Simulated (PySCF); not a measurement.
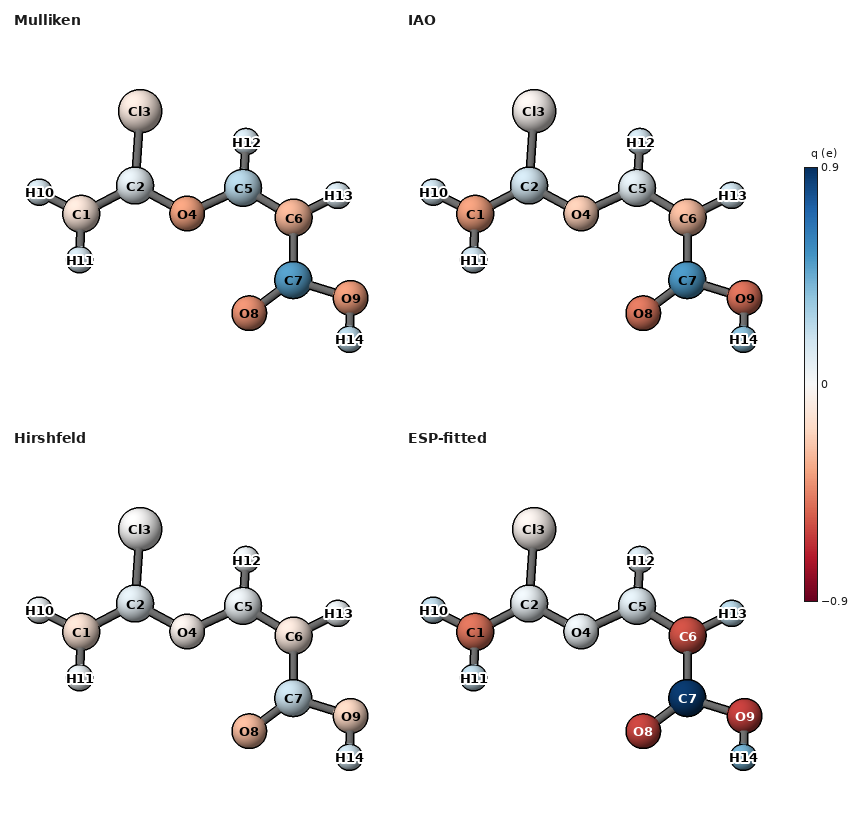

Atomic charges of one calculation by 4 schemes, on one colour scale. The computed structure is the end point of a GFN2-xTB optimisation. No frequency run is at hand to confirm it as a minimum. Computed with PBE0/pcSseg-1 (PySCF 2.14.0).

Question: Which scheme gives the most polar picture (largest mean size of the charges)?

Answer: The ESP-fitted charges are the largest in size here, and the Hirshfeld charges the smallest.

Question: On which atom do the schemes disagree most?

Answer: On C7 (from 0.19 to 0.86 e).

List the charges (e), one line for each set of equivalent atoms.

```
atom  Mulliken    IAO  Hirshfeld  ESP-fitted
  C1     −0.11  −0.37      −0.13       −0.48
  C2      0.08   0.17       0.09        0.06
 Cl3     −0.09  −0.03       0.00       −0.04
  O4     −0.36  −0.23      −0.04        0.05
  C5      0.25   0.09       0.05        0.10
  C6     −0.30  −0.28      −0.10       −0.58
  C7      0.50   0.52       0.19        0.86
  O8     −0.41  −0.47      −0.29       −0.60
  O9     −0.38  −0.49      −0.18       −0.62
 H10      0.14   0.18       0.06        0.22
 H11      0.15   0.19       0.06        0.22
 H12      0.15   0.16       0.05        0.13
 H13      0.13   0.18       0.05        0.24
 H14      0.24   0.37       0.18        0.43
```
